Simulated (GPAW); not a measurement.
# Y L₃-edge XANES of YSe (Fm-3m), part 2 of 3

How does the Y L₃ edge of YSe (Fm-3m) move when the bonds are compressed or stretched?

GPAW 26.7.0; X-ray absorption from dipole matrix elements to empty bands, plane-wave PAW LDA.

So far. Step 2 (The field without a hole): The mesh shows no gap, so the system is treated as a metal and the core electron is put at the Fermi level (neutral cell).

### Step 4. Spectrum with XCH, Y atom 1

The holes are 5.7 Å apart. In GPAW the data set carries the hole's charge, so charge=0 means a charged cell and charge=-1 a neutral one. The excited electron is kept in the cell, where it fills the lowest empty states and screens the hole. After the field has converged, empty bands are computed with the density fixed and the dipole matrix elements are summed.

The absorber has 6 Se at 2.85 Å (octahedral, site symmetry m-3m).

Contents of xas.py:

```python
import numpy as np
from ase import Atoms
from ase.parallel import parprint, paropen
from gpaw import GPAW, PW, FermiDirac, Mixer, MixerDif, setup_paths
from gpaw.test import gen
setup_paths.insert(0, '.')
gen('Y', name='fch2p', xcname='LDA', corehole=(2, 1, 1), write_xml=True)
from gpaw.mpi import world
world.barrier()

atoms = Atoms('Y4Se4',
    cell=[[0, -5.703, 0],
     [-5.703, 0, 0],
     [0, 0, -5.703]],
    scaled_positions=[[0.5, 0.5, 0.5],
     [0, 0.5, 0],
     [0.5, 0, 0],
     [0, 0, 0.5],
     [0, 0, 0],
     [0.5, 0, 0.5],
     [0, 0.5, 0.5],
     [0.5, 0.5, 0]],
    pbc=True)
atoms.calc = calc = GPAW(legacy_gpaw=True, mode=PW(430, force_complex_dtype=True), xc='LDA', setups={0: 'fch2p'},
    kpts={'size': (5, 5, 5), 'gamma': True}, occupations=FermiDirac(0.1),
    charge=-1, mixer=Mixer(0.1, 5, 50), maxiter=150,
    convergence={'density': 0.0001, 'eigenstates': 1e-6}, txt='scf.txt')
energy = atoms.get_potential_energy() + calc.get_reference_energy()
ef = calc.get_fermi_level()
out = dict(energy=energy, fermi=ef, forces=atoms.get_forces().tolist())
parprint(f'all-electron energy {energy:.4f} eV, Fermi level {ef:.4f} eV')
ev = np.array([[calc.get_eigenvalues(k, s) for k in range(len(calc.get_ibz_k_points()))] for s in range(calc.get_number_of_spins())])
out['homo'], out['lumo'], out['counts'] = ev[ev < ef].max(), ev[ev > ef].min(), sorted(set((ev < ef).sum((0, 2)).tolist()))
out['filled'] = (ev[:, 0] < ef).sum(1).tolist()

from ase.units import Ha
from gpaw.xas import dipole_matrix_elements
nb = int(calc.get_number_of_electrons() / 2) + 133
top, nb = nb, nb + 8 + nb // 12
nscf = calc.fixed_density(kpts={'size': (5, 5, 5), 'gamma': True}, nbands=nb,
    convergence={'bands': top, 'eigenstates': 5e-3}, maxiter=60, txt='nscf.txt')
cell = atoms.cell.array
ops = [cell.T @ U.T @ np.linalg.inv(cell.T) for U in nscf.wfs.kd.symmetry.op_scc]
E = np.arange(-6, 34, 0.1)
fwhm = np.interp(E, [4, 25], [1.5, 3.5])
Y, X, zero, highest = 0, 0, 1e9, 1e9
for spin in range(nscf.get_number_of_spins()):
    wfs = nscf.wfs
    mine = wfs.bd.get_slice()  # this rank's bands
    A = dipole_matrix_elements(wfs.setups[0])
    eps = np.zeros((wfs.kd.nibzkpts, nb))
    d = np.zeros((3, A.shape[1], wfs.kd.nibzkpts, nb), complex)
    for kpt in wfs.kpt_u:
        if kpt.s == spin and 0 in kpt.P_ani:
            eps[kpt.k, mine] = kpt.eps_n * Ha
            d[:, :, kpt.k, mine] = (kpt.weight * wfs.nspins / 2) ** 0.5 * np.inner(A, kpt.P_ani[0])
    world.sum(eps)
    world.sum(d)
    T = np.einsum('amkn,bmkn->abkn', d, d.conj()).real
    T = sum(np.einsum('ai,ijkn,bj->abkn', R, T, R) for R in ops) / len(ops)
    empty = eps > ef
    zero, highest = min(zero, eps[empty].min()), min(highest, eps[:, top - 1].min())
    lines = [(eps, T, empty)] if spin == 0 else lines + [(eps, T, empty)]
for eps, T, empty in lines:
    f = np.einsum('aakn->akn', T).reshape(3, -1)
    x = eps.ravel() - zero
    w = np.interp(x, E, fwhm) / 2.35482
    g = np.exp(-0.5 * ((E[:, None] - x) / w) ** 2) / (w * (2 * np.pi) ** 0.5)
    Y = Y + (f * empty.ravel()) @ g.T
    X = X + (f * ~empty.ravel()) @ g.T
out.update(E=E.round(2).tolist(), xas=Y.tolist(), xes=X.tolist(), zero=zero, valid=highest - zero, nk=len(eps), nb=nb)
for i in range(0, len(E), 10):
    parprint(f'{E[i]:7.2f}', *(f'{v:10.3e}' for v in Y[:, i]))
import json
with paropen('out.json', 'w') as f:
    json.dump(out, f)
```

Command:

```sh
$ OMP_NUM_THREADS=1 mpirun -n 4 gpaw python xas.py
```

Numbers of over 12 decimals in the logs are rounded to 6 here.

Output:

```text
Input parameters:
  charge: -1
  convergence: {density: 0.0001,
                eigenstates: 1e-06}
  kpts: {gamma: True,
         size: (5, 5, 5)}
  maxiter: 150
  mixer: {backend: pulay,
          beta: 0.1,
          method: separate,
          nmaxold: 5,
          weight: 50}
  mode: {ecut: 430.0,
         force_complex_dtype: True,
         name: pw}
  occupations: {fixmagmom: False,
                name: fermi-dirac,
                width: 0.1}
  setups: {0: fch2p}

Initialize ...

[... PAW data sets ...]

Reference energy: -629914.952088  # eV

Spin-paired calculation

[... convergence settings ...]
Symmetries present (total): 48
  [... symmetry matrices ...]

125 k-points: 5 x 5 x 5 Monkhorst-Pack grid
10 k-points in the irreducible part of the Brillouin zone
       k-points in crystal coordinates                weights
   0:     0.00000000    0.00000000    0.00000000          1/125
   1:     0.20000000    0.00000000    0.00000000          6/125
   2:     0.20000000    0.20000000    0.00000000         12/125
   3:     0.20000000    0.20000000    0.20000000          8/125
   4:     0.40000000    0.00000000    0.00000000          6/125
   5:     0.40000000    0.20000000    0.00000000         24/125
   6:     0.40000000    0.20000000    0.20000000         24/125
   7:     0.40000000    0.40000000    0.00000000         12/125
   8:     0.40000000    0.40000000    0.20000000         24/125
   9:     0.40000000    0.40000000    0.40000000          8/125

Wave functions: Plane wave expansion
  Cutoff energy: 430.000 eV
  Number of coefficients (min, max): 3737, 3791
  Pulay-stress correction: 0.000000 eV/Ang^3 (de/decut=0.000000)
  Using FFTW library
  Wavefunction extrapolation:
    Improved wavefunction reuse through dual PAW basis

Occupation numbers: Fermi-Dirac:
  width: 0.1000  # eV

Eigensolver
   Davidson(niter=2)

Densities:
  Coarse grid: 28*28*28 grid
  Fine grid: 56*56*56 grid
  Total Charge: 0.000000

Density mixing:
  Method: separate
  Backend: pulay
  Linear mixing parameter: 0.1
  old densities: 5
  Width of damping distribution: 1.1
  Damping of long wavelength oscillations: 50

[... Hamiltonian set-up ...]
Number of atoms: 8
Number of atomic orbitals: 68
Number of bands in calculation: 46
Number of valence electrons: 69
Bands to converge: occupied

... initialized

Initializing position-dependent things.

Density initialized from atomic densities
Creating initial wave functions:
  46 bands from LCAO basis set

         Y      Se
       Se     Y

         Se     Y
       Y      Se

Atomic positions and initial magnetic moments

Positions:
   0 Y     -2.851500   -2.851500   -2.851500    ( 0.0000,  0.0000,  0.0000)
   1 Y     -2.851500    0.000000    0.000000    ( 0.0000,  0.0000,  0.0000)
   2 Y      0.000000   -2.851500    0.000000    ( 0.0000,  0.0000,  0.0000)
   3 Y      0.000000    0.000000   -2.851500    ( 0.0000,  0.0000,  0.0000)
   4 Se     0.000000    0.000000    0.000000    ( 0.0000,  0.0000,  0.0000)
   5 Se     0.000000   -2.851500   -2.851500    ( 0.0000,  0.0000,  0.0000)
   6 Se    -2.851500    0.000000   -2.851500    ( 0.0000,  0.0000,  0.0000)
   7 Se    -2.851500   -2.851500    0.000000    ( 0.0000,  0.0000,  0.0000)

Unit cell:
           periodic     x           y           z      points  spacing
  1. axis:    yes    0.000000   -5.703000    0.000000    28     0.2037
  2. axis:    yes   -5.703000    0.000000    0.000000    28     0.2037
  3. axis:    yes    0.000000    0.000000   -5.703000    28     0.2037

  Lengths:   5.703000   5.703000   5.703000
  Angles:   90.000000  90.000000  90.000000

Effective grid spacing dv^(1/3) = 0.2037

iter:   1   -68.609455
iter:   2   -62.649823   -0.64  -1.04
iter:   3   -62.352555   -1.31  -1.33
iter:   4   -62.224343   -2.22  -1.55
iter:   5   -62.185494   -1.55  -1.60
iter:   6   -62.251722   -2.39  -2.10
iter:   7   -62.161024   -2.64  -1.96
iter:   8   -62.159120   -3.76  -2.50
iter:   9   -62.158802c  -3.83  -2.69
iter:  10   -62.158681c  -4.40  -3.25
iter:  11   -62.158656c  -4.78  -3.56
iter:  12   -62.158615c  -4.92  -3.66
iter:  13   -62.158695c  -5.00  -3.72
iter:  14   -62.158672c  -5.26  -3.80
iter:  15   -62.158646c  -5.35  -4.18c
iter:  16   -62.158642c  -5.54  -4.50c
iter:  17   -62.158640c  -5.66  -4.62c
iter:  18   -62.158645c  -5.79  -5.01c
iter:  19   -62.158645c  -5.89  -5.36c
iter:  20   -62.158646c  -5.99  -5.41c
iter:  21   -62.158647c  -6.07c -5.43c

Converged after 21 iterations.

Dipole moment: (0.000000, 0.000000, 0.000000) |e|*Ang

Energy contributions relative to reference atoms: (reference = -629914.952088)

Kinetic:        +44.127898
Potential:      -40.641289
External:        +0.000000
XC:             -64.469699
Entropy (-ST):   -0.255423
Local:           -1.047845
SIC:             +0.000000
--------------------------
Free energy:    -62.286358
Extrapolated:   -62.158647

Showing only first 2 kpts
 Kpt  Band  Eigenvalues  Occupancy
  0    32      6.88625    2.00000
  0    33      6.88625    2.00000
  0    34      6.88625    2.00000
  0    35      8.71980    1.97088

  1    32      7.01064    2.00000
  1    33      7.62925    2.00000
  1    34      7.62925    2.00000
[...]
Fermi level: 9.14128

No gap
No difference between direct/indirect transitions

Forces in eV/Ang:
  0 Y    -0.00000    0.00000    0.00000
  1 Y    -0.00000   -0.00000    0.00000
  2 Y    -0.00000   -0.00000    0.00000
  3 Y     0.00000   -0.00000    0.00000
  4 Se    0.00000    0.00000    0.00000
  5 Se    0.00000    0.00000    0.00000
  6 Se   -0.00000    0.00000   -0.00000
  7 Se    0.00000    0.00000   -0.00000
Scalar-relativistic atomic LDA calculation for Y (Yttrium, Z=39)
Core hole in 2p state (2p occupation: 5.0)
750 radial gridpoints.
|------------------------------------------------|
|------------------------------------------------|
[... the atom generator's iteration count ...]

Energy contributions:
-------------------------
Kinetic:    +3390.169410
XC:          -101.586326
Potential:  -6591.707672
-------------------------
Total:      -3303.124588

state      eigenvalue         ekin         rmax
-----------------------------------------------
1s^2.0 :  -624.020649   785.933785        0.025
2s^2.0 :   -88.104979   159.718374        0.140
2p^5.0 :   -79.278025   154.656858        0.112
3s^2.0 :   -14.821145    41.563665        0.416
3p^6.0 :   -11.851076    38.628153        0.408
3d^10.0:    -6.902769    34.281661        0.347
4s^2.0 :    -2.317952     8.978980        1.088
4p^6.0 :    -1.537864     7.230238        1.182
4d^1.0 :    -0.465087     3.600285        1.531
5s^2.0 :    -0.408502     1.464135        2.930
5p^0.0 :    -0.262947     1.007025        3.543
-----------------------------------------------
(units: Bohr and Hartree)

Generating PAW setup
Kinetic energy of the core from tauc = 3378.447297
Cutoffs:
rc(s)=2.510
rc(p)=2.490
rc(d)=2.430
rc(vbar)=2.450
rc(comp)=2.410
rc(nct)=2.510

Kinetic energy of the core states: 3322.301470
Charge: 1.0
Core electrons: 27.0
Valence electrons: 11.0
Pseudo-core charge: 0.001449
Shape function alpha=1.722
Pseudo-electron charge 6.524097
state    eigenvalue         norm
--------------------------------
4s(2) :    -2.317952     0.579399
5s(2) :    -0.408502     0.963008
4p(6) :    -1.537864     0.451215
5p(0) :    -0.262947     0.957472
4d(1) :    -0.465087     0.730544
*d    :     0.534913
--------------------------------

Diagonalizing with gridspacing h=0.050

state   all-electron     PAW
-------------------------------
4s:      -2.317952    -2.318410
4p:      -1.537864    -1.538528
4d:      -0.465087    -0.465594
*f:                   -0.036509
-------------------------------
all-electron energy -629977.1107 eV, Fermi level 9.1413 eV
[...]
31.00  1.005e-05  1.005e-05  1.005e-05
  32.00  9.540e-06  9.540e-06  9.540e-06
  33.00  9.857e-06  9.857e-06  9.857e-06
```

The job ended after 60 s (4 MPI ranks of Arm Neoverse V1, shared host; peak memory 0.28 GiB; 4 min of CPU time).

The Y L₃ spectrum, Y atom 1, excited-electron core hole (neutral cell) (energy from the lowest empty level; intensity scaled to a mean of 1 over the first 20 eV):

| E (eV) | intensity |
| --- | --- |
| -2.0 | 0.01 |
| -0.5 | 1.18 |
| 1.0 | 3.66 |
| 2.5 | 2.50 |
| 4.0 | 0.90 |
| 5.5 | 0.51 |
| 7.0 | 0.83 |
| 8.5 | 0.67 |
| 10.0 | 0.54 |
| 11.5 | 0.53 |
| 13.0 | 0.46 |
| 14.5 | 0.67 |
| 16.0 | 0.74 |
| 17.5 | 0.55 |
| 19.0 | 0.48 |
| 20.5 | 0.50 |
| 22.0 | 0.51 |
| 23.5 | 0.58 |
| 25.0 | 0.72 |
| 26.5 | 0.75 |
| 28.0 | 0.65 |
| 29.5 | 0.57 |
| 31.0 | 0.49 |

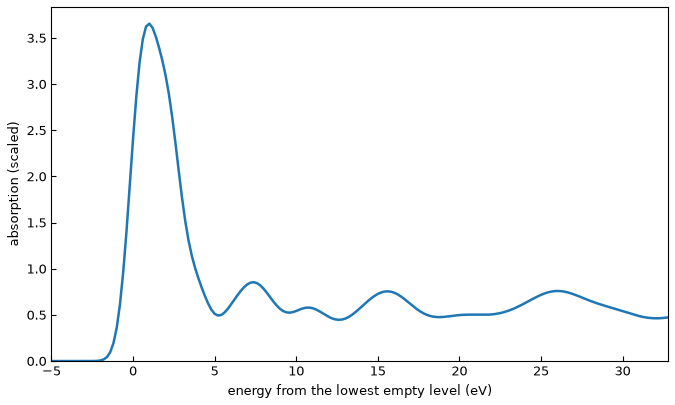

The Y L₃ edge, Y atom 1, excited-electron core hole (neutral cell): main maxima at 1.0, 7.4 and 26.0 eV.

Main maxima below 30 eV (height): 1.0 eV (3.66), 7.4 eV (0.85), 15.6 eV (0.76) and 26.0 eV (0.76). At an L edge the dipole rule selects empty d (and weakly s) states on the absorber, and the strong line at the onset measures the empty part of its d band.

The energy difference (zero at 2096 eV) isn't read as a photon energy: for so heavy an absorber the terms left out (core spin–orbit splitting, the hole's spin, the functional's error) amount to tens of eV or more.

### Step 5. Reference energy of the supercell

The cell changes for the next run, so it gets a reference energy of its own.

The cell differs from the one that the last finished run ended in (a 5.703 → 5.587 Å, b 5.703 → 5.587 Å, c 5.703 → 5.587 Å).

Contents of scf.py:

```python
import numpy as np
from ase import Atoms
from ase.parallel import parprint, paropen
from gpaw import GPAW, PW, FermiDirac, Mixer, MixerDif, setup_paths
from gpaw.test import gen
setup_paths.insert(0, '.')
gen('Y', name='nch2p', xcname='LDA', corehole=(2, 1, 0), write_xml=True)
from gpaw.mpi import world
world.barrier()

atoms = Atoms('Y4Se4',
    cell=[[0, -5.58657958, 0],
     [-5.58657958, 0, 0],
     [0, 0, -5.58657958]],
    scaled_positions=[[0.5, 0.5, 0.5],
     [0, 0.5, 0],
     [0.5, 0, 0],
     [0, 0, 0.5],
     [0, 0, 0],
     [0.5, 0, 0.5],
     [0, 0.5, 0.5],
     [0.5, 0.5, 0]],
    pbc=True)
atoms.calc = calc = GPAW(legacy_gpaw=True, mode=PW(430, force_complex_dtype=True), xc='LDA', setups={0: 'nch2p'},
    kpts={'size': (5, 5, 5), 'gamma': True}, occupations=FermiDirac(0.1),
    charge=0, mixer=Mixer(0.1, 5, 50), maxiter=150,
    convergence={'density': 0.0001, 'eigenstates': 1e-6}, txt='scf.txt')
energy = atoms.get_potential_energy() + calc.get_reference_energy()
ef = calc.get_fermi_level()
out = dict(energy=energy, fermi=ef, forces=atoms.get_forces().tolist())
parprint(f'all-electron energy {energy:.4f} eV, Fermi level {ef:.4f} eV')
ev = np.array([[calc.get_eigenvalues(k, s) for k in range(len(calc.get_ibz_k_points()))] for s in range(calc.get_number_of_spins())])
out['homo'], out['lumo'], out['counts'] = ev[ev < ef].max(), ev[ev > ef].min(), sorted(set((ev < ef).sum((0, 2)).tolist()))
out['filled'] = (ev[:, 0] < ef).sum(1).tolist()
import json
with paropen('out.json', 'w') as f:
    json.dump(out, f)
```

Command:

```sh
$ OMP_NUM_THREADS=1 mpirun -n 4 gpaw python scf.py
```

Output:

```text
Input parameters:
  convergence: {density: 0.0001,
                eigenstates: 1e-06}
  kpts: {gamma: True,
         size: (5, 5, 5)}
  maxiter: 150
  mixer: {backend: pulay,
          beta: 0.1,
          method: separate,
          nmaxold: 5,
          weight: 50}
  mode: {ecut: 430.0,
         force_complex_dtype: True,
         name: pw}
  occupations: {fixmagmom: False,
                name: fermi-dirac,
[...]
5s(2) :    -0.155371     0.971849
4p(6) :    -1.027192     0.548140
5p(0) :    -0.054980     0.976393
4d(1) :    -0.097195     0.865310
*d    :     0.902805
--------------------------------

Diagonalizing with gridspacing h=0.050

state   all-electron     PAW
-------------------------------
4s:      -1.763072    -1.763529
4p:      -1.027192    -1.027856
4d:      -0.097195    -0.097523
*f:                    0.059866
-------------------------------
all-electron energy -632073.0515 eV, Fermi level 10.0560 eV
[key lines of the parts left out:]
Converged after 13 iterations.
Dipole moment: (-0.000000, -0.000000, -0.000000) |e|*Ang
Free energy:    -52.887341
Fermi level: 10.05596
```

Elapsed: 14 s, on 4 MPI ranks; peak memory 0.21 GiB; 58 s of CPU time.

Reference energy: -632073.051 eV with the cores included.

### Step 6. Spectrum with XCH, Y atom 1

Shorter bonds are expected to push antibonding states and scattering resonances up, and longer ones down; the cell is scaled to test that.

Changed against the first core-hole run: volume scale from 1 to 0.94.

xas.py: that of step 4 with these lines changed.

```diff
@@ -11,5 +11,5 @@
 atoms = Atoms('Y4Se4',
-    cell=[[0, -5.703, 0],
-     [-5.703, 0, 0],
-     [0, 0, -5.703]],
+    cell=[[0, -5.58657958, 0],
+     [-5.58657958, 0, 0],
+     [0, 0, -5.58657958]],
     scaled_positions=[[0.5, 0.5, 0.5],
@@ -37,3 +37,3 @@
 from gpaw.xas import dipole_matrix_elements
-nb = int(calc.get_number_of_electrons() / 2) + 133
+nb = int(calc.get_number_of_electrons() / 2) + 127
 top, nb = nb, nb + 8 + nb // 12
```

Command:

```sh
$ OMP_NUM_THREADS=1 mpirun -n 4 gpaw python xas.py
```

Output:

```text
Input parameters:
  charge: -1
  convergence: {density: 0.0001,
                eigenstates: 1e-06}
  kpts: {gamma: True,
         size: (5, 5, 5)}
  maxiter: 150
  mixer: {backend: pulay,
          beta: 0.1,
          method: separate,
          nmaxold: 5,
          weight: 50}
  mode: {ecut: 430.0,
         force_complex_dtype: True,
         name: pw}
  occupations: {fixmagmom: False,
[...]
*d    :     0.534913
--------------------------------

Diagonalizing with gridspacing h=0.050

state   all-electron     PAW
-------------------------------
4s:      -2.317952    -2.318410
4p:      -1.537864    -1.538528
4d:      -0.465087    -0.465594
*f:                   -0.036509
-------------------------------
all-electron energy -629977.3432 eV, Fermi level 9.8296 eV
[...]
32.00  1.049e-05  1.049e-05  1.049e-05
  33.00  9.632e-06  9.632e-06  9.632e-06
[key lines of the parts left out:]
Converged after 15 iterations.
Dipole moment: (-0.000000, 0.000000, -0.000000) |e|*Ang
Free energy:    -62.513652
Fermi level: 9.82964
```

Wall time 53 s (4 MPI ranks); peak memory 0.27 GiB.

| E (eV) | first run | this run |
| --- | --- | --- |
| -2.0 | 0.01 | 0.01 |
| -1.0 | 0.36 | 0.32 |
| 0.0 | 2.40 | 2.13 |
| 1.0 | 3.66 | 3.36 |
| 2.0 | 3.09 | 3.01 |
| 3.0 | 1.77 | 2.00 |
| 4.0 | 0.90 | 1.01 |
| 5.0 | 0.51 | 0.60 |
| 6.0 | 0.61 | 0.54 |
| 7.0 | 0.83 | 0.81 |
| 8.0 | 0.78 | 0.86 |
| 9.0 | 0.57 | 0.66 |
| 10.0 | 0.54 | 0.55 |
| 11.0 | 0.57 | 0.57 |
| 12.0 | 0.48 | 0.52 |
| 13.0 | 0.46 | 0.44 |
| 14.0 | 0.59 | 0.50 |
| 15.0 | 0.73 | 0.65 |
| 16.0 | 0.74 | 0.74 |
| 17.0 | 0.62 | 0.70 |
| 18.0 | 0.50 | 0.57 |
| 19.0 | 0.48 | 0.48 |
| 20.0 | 0.50 | 0.47 |
| 21.0 | 0.50 | 0.49 |
| 22.0 | 0.51 | 0.48 |
| 23.0 | 0.55 | 0.49 |
| 24.0 | 0.63 | 0.52 |
| 25.0 | 0.72 | 0.61 |
| 26.0 | 0.76 | 0.70 |
| 27.0 | 0.72 | 0.75 |
| 28.0 | 0.65 | 0.72 |
| 29.0 | 0.59 | 0.65 |
| 30.0 | 0.54 | 0.60 |
| 31.0 | 0.49 | 0.56 |
| 32.0 | 0.46 | 0.51 |

Against the first run the r.m.s. difference is 9 %. The highest intensity below 24 eV goes from 1.0 eV (3.66) to 1.0 eV (3.36).

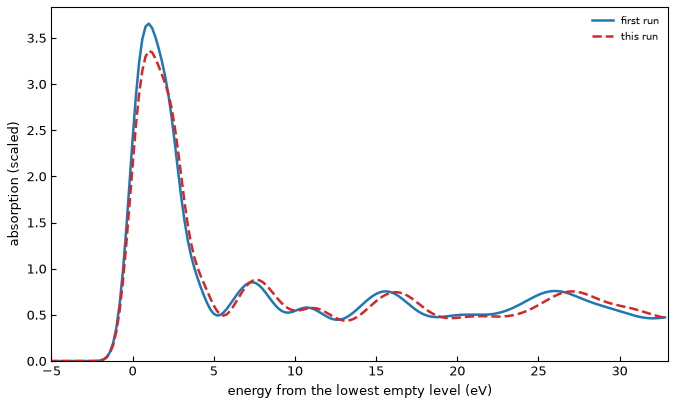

The effect of the change (volume scale from 1 to 0.94).

The photon energy of the zero moves by -0.21 eV.

### Step 7. Supercell without a hole, the energy reference

The cell changes for the next run, so it gets a reference energy of its own.

The cell differs from the one that the last finished run ended in (a 5.587 → 5.645 Å, b 5.587 → 5.645 Å, c 5.587 → 5.645 Å).

scf.py: that of step 5 with these lines changed.

```diff
@@ -11,5 +11,5 @@
 atoms = Atoms('Y4Se4',
-    cell=[[0, -5.58657958, 0],
-     [-5.58657958, 0, 0],
-     [0, 0, -5.58657958]],
+    cell=[[0, -5.64539, 0],
+     [-5.64539, 0, 0],
+     [0, 0, -5.64539]],
     scaled_positions=[[0.5, 0.5, 0.5],
```

Command:

```sh
$ OMP_NUM_THREADS=1 mpirun -n 4 gpaw python scf.py
```

Output:

```text
Input parameters:
  convergence: {density: 0.0001,
                eigenstates: 1e-06}
  kpts: {gamma: True,
         size: (5, 5, 5)}
  maxiter: 150
  mixer: {backend: pulay,
          beta: 0.1,
          method: separate,
          nmaxold: 5,
          weight: 50}
  mode: {ecut: 430.0,
         force_complex_dtype: True,
         name: pw}
  occupations: {fixmagmom: False,
                name: fermi-dirac,
[...]
5s(2) :    -0.155371     0.971849
4p(6) :    -1.027192     0.548140
5p(0) :    -0.054980     0.976393
4d(1) :    -0.097195     0.865310
*d    :     0.902805
--------------------------------

Diagonalizing with gridspacing h=0.050

state   all-electron     PAW
-------------------------------
4s:      -1.763072    -1.763529
4p:      -1.027192    -1.027856
4d:      -0.097195    -0.097523
*f:                    0.059866
-------------------------------
all-electron energy -632073.0911 eV, Fermi level 9.7064 eV
[key lines of the parts left out:]
Converged after 13 iterations.
Dipole moment: (0.000000, 0.000000, 0.000000) |e|*Ang
Free energy:    -52.929180
Fermi level: 9.70638
```

The job ended after 15 s (4 MPI ranks; peak memory 0.21 GiB; 60 s of CPU time).

Reference energy: -632073.091 eV with the cores included.

(Continued in part 3 of 3.)

[Banner, clock and machine lines of the logs are left out without a mark of their own.]

[Logs are printed without paths, hosts, clocks, repeated set-up lines and the standing remarks that a program may print on its own settings, such as how far it seeks lower states.]

[Hosts, paths, dates, database ids (printed as entryN), source tags and the programs' standing remarks are cut or masked in the printed files.]

[Lists of maxima count a maximum above −3 eV only where it reaches 4 % of the highest in the window and stands out from its surroundings by 2 % of it (1.5 % where it reaches 55 %); shoulders and weaker maxima are passed over, and of the rest the first, up to two pre-edge ones and the few strongest are named.]
